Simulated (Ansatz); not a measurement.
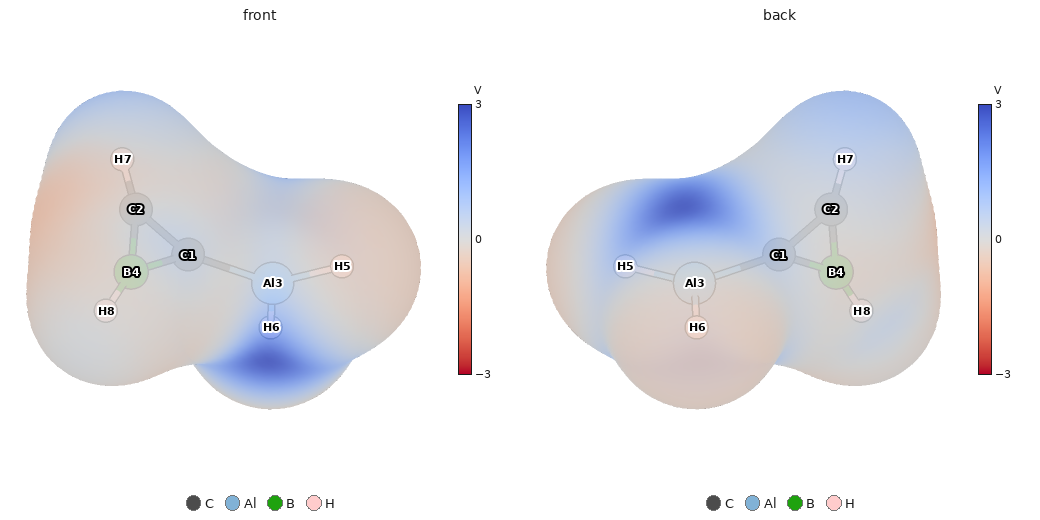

*C$_{2}$H$_{4}$AlB (SMILES [AlH2][C]1=CB1). The molecular electrostatic potential painted on the density surface at 0.001 e/bohr³, seen from the front and from behind; red is negative and blue positive.*

Geometry: PBE0-D3(BJ)/def2-SVP.

Level of theory: Ansatz, isolated molecule in a Gaussian basis; Kohn-Sham density functional theory, functional PBE0.

The calculation's input:

```
basis:
  gaussian:
    orbitals: def2-TZVPD
crystal:
  periodic: [false, false, false]
  atoms:
    - {symbol: C, position_ang: [-1.232127, 0.048594, -0.181960]}
    - {symbol: C, position_ang: [-1.021808, 1.028731, 0.744363]}
    - {symbol: Al, position_ang: [-2.121087, -1.527276, -0.840074]}
    - {symbol: B, position_ang: [-0.179180, 1.098403, -0.438595]}
    - {symbol: H, position_ang: [-3.394142, -1.356038, -1.772048]}
    - {symbol: H, position_ang: [-1.498098, -2.950309, -0.515393]}
    - {symbol: H, position_ang: [-1.438745, 1.299710, 1.717298]}
    - {symbol: H, position_ang: [0.671196, 1.554941, -1.142355]}
hamiltonian:
  xc: pbe0
output:
  forces: true
  orbitals: {seedname: orbitals}
```

Run with:

```sh
ansatz run input.yaml --threads 2 --pin off --max-ram 4350MiB --events-out events.jsonl --progress --plain --runs-dir runs
```

Question: Describe the electrostatic potential map.

Answer: The most negative region (about −0.6 V) lies over C2, the most positive (about +2.6 V) over Al3.

Question: How polar is the molecule by this calculation?

Answer: Its dipole moment is 0.89 D.
